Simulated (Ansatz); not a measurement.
## Geometry relaxation of SiH3F

SiH3F, computed with RHF/def2-SVP (Ansatz 0.2.0).

It belongs to a series of runs on one base structure; here: start relaxed. Figures and captions count atoms from 1; the log counts them from 0 in places.

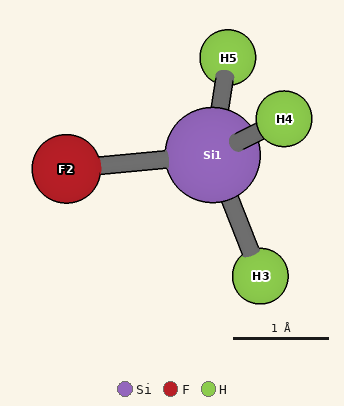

*The input geometry (ball-and-stick view, seen at a tilt; atoms are numbered from 1 in the order of the input).*

Bond lengths as drawn: F–Si 1.59 Å and H–Si 1.46 Å.

Input
```yaml
crystal:
  periodic: [false, false, false]
  atoms:
    - { symbol: Si, position_ang: [0.0, 0.0, 0.0] }
    - { symbol: F, position_ang: [0.0, 0.0, 1.59] }
    - { symbol: H, position_ang: [1.3768, 0.0, -0.4862] }
    - { symbol: H, position_ang: [-0.6877, 1.1914, -0.4862] }
    - { symbol: H, position_ang: [-0.6877, -1.1914, -0.4862] }
basis:
  gaussian: { orbitals: def2-SVP }
hamiltonian:
  xc: hf
relax:
  f_tol: 0.02
  max_steps: 40
```

Machine: 1 thread of Arm Neoverse V2, 24 GiB of memory available, shared host.

Launch command:
```bash
ansatz run input.yaml --threads 1 --pin off --max-ram 2048MiB --backend cpu --events-out ev --progress --plain --runs-dir out
```

Output
```
The last accepted step is kept in [file] (removed where the run ends without a failure and the disk answers)
Engine: ansatz 0.2.0, aarch64-unknown-linux-gnu
Functional definition: HF
  exchange = exact_x
  correlation = 0
470 factors; integrals over basis functions are off by at most 5.8e-4 eV
mean field evaluation 1: about -10610.9713 eV, gradient 2.4e1 eV
mean field evaluation 2: about -10610.9716 eV, gradient 2.4e1 eV
mean field evaluation 4: about -10612.1846 eV, gradient 1.6e0 eV
mean field evaluation 8: about -10612.1958 eV, gradient 1.3e-5 eV
mean field -10612.19581555 eV, -389.9910030169 hartree, gradient 1.4e-5 eV, S^2 0.000000; 0 other end points of the search recorded, 0 dependent functions left out
the calculation of the forces begins
reference -10612.19581555 eV, -389.9910030169 hartree; 13, 13 occupied and 34, 34 virtual orbitals, 470 factors
relax step   1: F+E_penalty+E_count = -10612.19581555 eV  Δ(F+E_penalty+E_count) = +0.000e0 eV  max|allowed force component| = 7.666e-1 eV/Å  Δτ_max = 0.0000 Å  (22 SCF iters, accepted)
these checks for a lower state are left out or cut short: starts, cluster_reference, orbital_swaps, neighbouring_geometries, increment
470 factors; integrals over basis functions are off by at most 6.1e-4 eV
mean field evaluation 16: about -10612.2128 eV, gradient 9.2e-6 eV
mean field -10612.21275999 eV, -389.9916257134 hartree, gradient 9.2e-6 eV, S^2 0.000000; 0 other end points of the search recorded, 0 dependent functions left out
the calculation of the forces begins
reference -10612.21275999 eV, -389.9916257134 hartree; 13, 13 occupied and 34, 34 virtual orbitals, 470 factors
relax step   2: F+E_penalty+E_count = -10612.21275999 eV  Δ(F+E_penalty+E_count) = -1.694e-2 eV  max|allowed force component| = 4.708e-1 eV/Å  Δτ_max = 0.0212 Å  (20 SCF iters, accepted)
these checks for a lower state are left out or cut short: starts, cluster_reference, orbital_swaps, neighbouring_geometries, increment
470 factors; integrals over basis functions are off by at most 6.1e-4 eV
mean field -10612.21586882 eV, -389.9917399608 hartree, gradient 1.2e-5 eV, S^2 0.000000; 0 other end points of the search recorded, 0 dependent functions left out
the calculation of the forces begins
reference -10612.21586882 eV, -389.9917399608 hartree; 13, 13 occupied and 34, 34 virtual orbitals, 470 factors
relax step   3: F+E_penalty+E_count = -10612.21586882 eV  Δ(F+E_penalty+E_count) = -3.109e-3 eV  max|allowed force component| = 3.507e-2 eV/Å  Δτ_max = 0.0088 Å  (21 SCF iters, accepted)
these checks for a lower state are left out or cut short: starts, cluster_reference, orbital_swaps, neighbouring_geometries, increment
470 factors; integrals over basis functions are off by at most 6.1e-4 eV
mean field -10612.21589866 eV, -389.9917410576 hartree, gradient 2.2e-5 eV, S^2 0.000000; 0 other end points of the search recorded, 0 dependent functions left out
the calculation of the forces begins
reference -10612.21589866 eV, -389.9917410576 hartree; 13, 13 occupied and 34, 34 virtual orbitals, 470 factors
relax step   4: F+E_penalty+E_count = -10612.21589866 eV  Δ(F+E_penalty+E_count) = -2.985e-5 eV  max|allowed force component| = 1.606e-3 eV/Å  Δτ_max = 0.0013 Å  (15 SCF iters, accepted)
470 factors; integrals over basis functions are off by at most 6.1e-4 eV
mean field evaluation 32: about -10611.9048 eV, gradient 1.4e1 eV
```

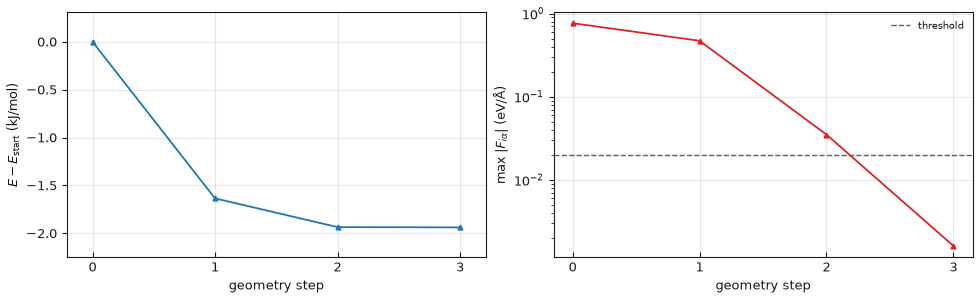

*Progress of the relaxation, step by step (the first geometry is step 0 here and step 1 in the log).*

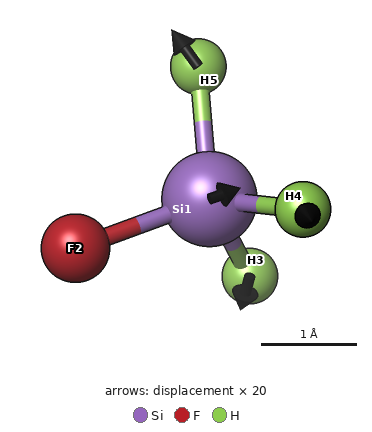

*The starting structure with the displacements as black arrows, magnified 20 times (ball-and-stick view, seen at a tilt). The two geometries are laid on each other by the best rigid fit.*

After 3 geometry steps the energy has fallen by 1.94 kJ/mol. Largest force component: 0.77 eV/Å at the start, 0.0016 eV/Å at the end. The largest moves after the best rigid fit, 0.025 Å, are those of H4 and H5. By element the largest moves are H 0.025 Å, Si 0.019 Å, F 0.002 Å. Among the contacts that change: Si1–F2 1.590 → 1.611 Å, Si1–H3 1.460 → 1.474 Å. (Atoms are counted from 1 in the order of the input.)

```
mean field -10612.21589866 eV, -389.9917410576 hartree, gradient 2.2e-5 eV, S^2 0.000000; 1 other end points of the search recorded, 0 dependent functions left out
the calculation of the forces begins
reference -10612.21589866 eV, -389.9917410576 hartree; 13, 13 occupied and 34, 34 virtual orbitals, 470 factors
Total energy: -10612.21589866 eV, -389.9917410576 hartree
Atom 0 at     0.000277     0.000000    -0.018764 Å, force     0.000040     0.000000    -0.000519 eV/Å
Atom 1 at     0.000100     0.000000     1.592393 Å, force    -0.000044    -0.000000     0.001570 eV/Å
Atom 2 at     1.400041    -0.000000    -0.480581 Å, force    -0.001606     0.000000    -0.000385 eV/Å
Atom 3 at    -0.699509     1.212203    -0.480824 Å, force     0.000805    -0.001579    -0.000333 eV/Å
Atom 4 at    -0.699509    -1.212203    -0.480824 Å, force     0.000805     0.001579    -0.000333 eV/Å
Dipole moment:     0.000025    -0.000000    -0.346052 e Å
```

Trajectory as extended XYZ (Å, eV, eV/Å), 4 frames, from step=1 to step=4
```
5
Properties=species:S:1:pos:R:3:forces:R:3 step=1 energy=-10612.19582
Si    0.0000    0.0000    0.0000    0.0226   0.0000  -0.7445
F     0.0000    0.0000    1.5900   -0.0005   0.0000   0.7666
H     1.3768    0.0000   -0.4862    0.3353   0.0000  -0.0026
H    -0.6877    1.1914   -0.4862   -0.1787   0.3096  -0.0098
H    -0.6877   -1.1914   -0.4862   -0.1787  -0.3096  -0.0098
5
Properties=species:S:1:pos:R:3:forces:R:3 step=2 energy=-10612.21276
Si    0.0002    0.0000   -0.0139    0.0065   0.0000  -0.4415
F     0.0001    0.0000    1.5847   -0.0005   0.0000   0.4708
H     1.3966    0.0000   -0.4796    0.0482   0.0000  -0.0088
H    -0.6977    1.2090   -0.4799   -0.0271   0.0467  -0.0103
H    -0.6977   -1.2090   -0.4799   -0.0271  -0.0467  -0.0103
5
Properties=species:S:1:pos:R:3:forces:R:3 step=3 energy=-10612.21587
Si    0.0003    0.0000   -0.0175   -0.0006   0.0000  -0.0351
F     0.0001    0.0000    1.5935    0.0001   0.0000   0.0038
H     1.3999    0.0000   -0.4814   -0.0087   0.0000   0.0104
H    -0.6995    1.2120   -0.4816    0.0046  -0.0077   0.0105
H    -0.6995   -1.2120   -0.4816    0.0046   0.0077   0.0105
5
Properties=species:S:1:pos:R:3:forces:R:3 step=4 energy=-10612.21590
Si    0.0003    0.0000   -0.0188    0.0000   0.0000  -0.0005
F     0.0001    0.0000    1.5924    0.0000   0.0000   0.0016
H     1.4000    0.0000   -0.4806   -0.0016   0.0000  -0.0004
H    -0.6995    1.2122   -0.4808    0.0008  -0.0016  -0.0003
H    -0.6995   -1.2122   -0.4808    0.0008   0.0016  -0.0003
```

Key numbers

| quantity | value |
| --- | --- |
| outcome | converged |
| total energy | −10612.2159 eV |
| mean-field energy | −10612.2159 eV |
| largest force (length of the vector) at the end | 0.002 eV/Å |
| wall time | 1.4 s |
| peak memory | 0.092 GiB |
